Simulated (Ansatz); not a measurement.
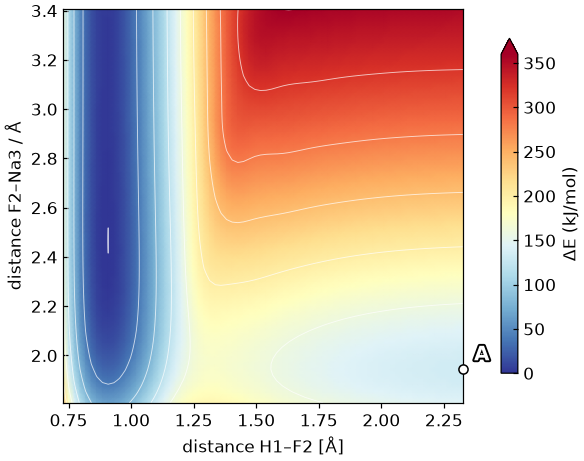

The system H + FNa, spin multiplicity 2. First axis: distance H1–F2. Second axis: distance F2–Na3. Nothing is relaxed (the angle H1–F2–Na3 is fixed at 120 degrees). Grid: 17 × 17 points. Points are written as (first, second). Energies: kJ/mol, counted from the lowest grid point. Computed with UHF/aug-cc-pVTZ (Ansatz).

The picture shows a smooth colour map with a few white contour lines, one colour for all values above the top of the scale, the point A. Between grid points the surface is interpolated.

### Find the lowest path from A to the other arm of the map, and its barrier.

The easiest path runs from the side where the first distance is long, about (2.33 Å, 1.94 Å), to the well on the other side, about (0.90 Å, 2.48 Å). Its highest point, at about (1.34 Å, 1.97 Å), lies about 39 kJ/mol above the start and 173 kJ/mol above the end on the interpolated surface. An end on the edge of the scan is no minimum, so the barrier from there is a lower bound.

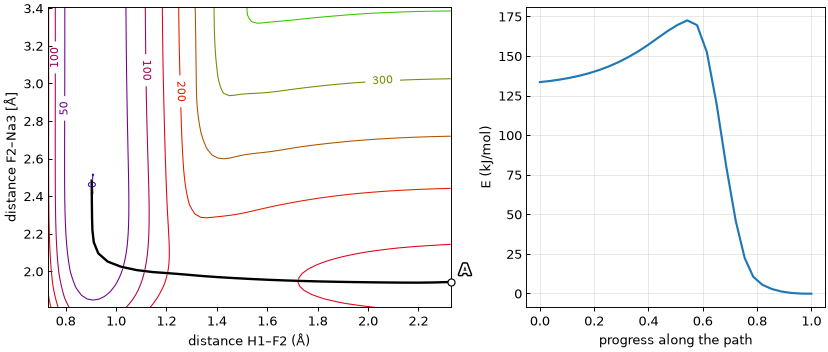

In the figure: contour lines labelled in kJ/mol (none above 400), a line along the lowest path, the energy along the path at the right. Between grid points the surface is interpolated.
